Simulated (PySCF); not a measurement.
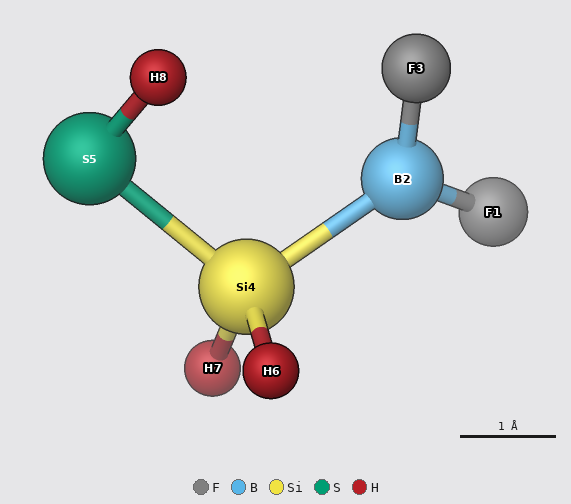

*The structure as given in the input (ball-and-stick view, seen at a tilt; atoms are numbered from 1 in the order of the input).*

Bond lengths as drawn: B–F 1.32 Å, B–Si 2.03 Å, H–S 1.35 Å, H–Si 1.49 to 1.50 Å and S–Si 2.15 Å.

Core-level calculation of BSiH3SF2

The run: core-level calculation of BSiH3SF2, SMILES FB(F)[SiH2]S. Method and program: delta-SCF UKS SCAN, pcX-2 on the ionised atom, pcseg-1 elsewhere, non-relativistic (PySCF 2.14.0).

It belongs to a series of runs on one base structure; here: no relativity. Figures and captions count atoms from 1; the log counts them from 0 in places.

## Output
```
ground state, core basis on atom 0 (F), 124 functions
  cycle   1  E = -914.03979571  |g| = 6.66e-01
  cycle   2  E = -913.87057525  |g| = 1.24e+00
  cycle   3  E = -914.11115894  |g| = 6.56e-02
  cycle   4  E = -914.11158843  |g| = 5.31e-02
  cycle   5  E = -914.11208196  |g| = 1.12e-02
  cycle   6  E = -914.11210167  |g| = 5.56e-03
  cycle   7  E = -914.11210705  |g| = 1.35e-03
  cycle   8  E = -914.11211050  |g| = 3.57e-04
  E(ground) = -914.15117847 Eh
hole in F 1s of atom 0
  cycle   1  E = -887.74780556  |g| = 2.57e+00
  cycle   2  E = -886.37999411  |g| = 2.36e+00
[... 8 cycles left out ...]
  E(ion) = -888.67641738 Eh   <S^2> = 0.7565   hole on atom = 1.000   binding energy = 693.204 eV
ground state, core basis on atom 1 (B), 124 functions
[... 6 cycles left out ...]
  E(ground) = -914.11112849 Eh
hole in B 1s of atom 1
[... 22 cycles left out ...]
  E(ion) = -906.77834996 Eh   <S^2> = 0.9899   hole on atom = 1.000   binding energy = 199.535 eV
ground state, core basis on atom 3 (Si), 135 functions
[... 5 cycles left out ...]
  E(ground) = -914.10380395 Eh
hole in Si 1s of atom 3
[... 11 cycles left out ...]
  E(ion) = -846.37868268 Eh   <S^2> = 0.7527   hole on atom = 1.000   binding energy = 1842.894 eV
hole in Si 2p of atom 3
[... 10 cycles left out ...]
  E(ion) = -910.14382658 Eh   <S^2> = 0.7524   hole on atom = 1.002   binding energy = 107.756 eV
  2p3/2 = 107.512 eV   2p1/2 = 108.130 eV
ground state, core basis on atom 4 (S), 135 functions
[... 6 cycles left out ...]
  E(ground) = -914.12326510 Eh
hole in S 1s of atom 4
[... 11 cycles left out ...]
  E(ion) = -823.36403964 Eh   <S^2> = 0.7514   hole on atom = 1.000   binding energy = 2469.684 eV
hole in S 2p of atom 4
  cycle   1  E = -907.41383423  |g| = 1.52e+00
  cycle   2  E = -907.33665946  |g| = 1.23e+00
  cycle   3  E = -907.80645847  |g| = 2.75e-01
  cycle   4  E = -907.84394736  |g| = 1.15e-01
  cycle   5  E = -907.84723541  |g| = 6.94e-02
  cycle   6  E = -907.84882496  |g| = 1.85e-02
  cycle   7  E = -907.84893796  |g| = 7.72e-03
  cycle   8  E = -907.84896095  |g| = 2.90e-03
  cycle   9  E = -907.84896460  |g| = 8.21e-04
  cycle  10  E = -907.84896293  |g| = 2.30e-04
  E(ion) = -907.87954244 Eh   <S^2> = 0.7531   hole on atom = 1.001   binding energy = 169.900 eV
  2p3/2 = 169.656 eV   2p1/2 = 170.882 eV
```

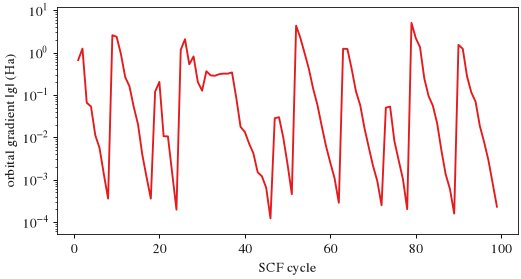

*Convergence of the self-consistent field: orbital gradient |g| against the SCF cycle.*

All cycles printed in the log are drawn one after another.

The run was set up as follows.

## The input
```
{"job": {"kind": "xps", "x2c": false}, "charge": 0, "multiplicity": 1}
F      1.517547    -1.952508    -0.357643
B      1.110086    -0.754061     0.003537
F      2.043777     0.095087     0.391591
Si    -0.836558    -0.178513    -0.011975
S     -0.878699     1.897891    -0.577956
H     -1.446221    -0.434116     1.331656
H     -1.630172    -0.913330    -1.037515
H      0.176237     2.220268     0.203571
```

The first line tells a small driver script what to run in PySCF; the rest is the geometry in Å.

Command:
```bash
OMP_NUM_THREADS=1 python <driver script> task.json out
```

## Summary

- outcome: converged
- hardware: 1 CPU thread, shared host
- wall time: 23 s
- peak memory: 0.5 GiB

## Notes

The core-hole state is spin-contaminated.
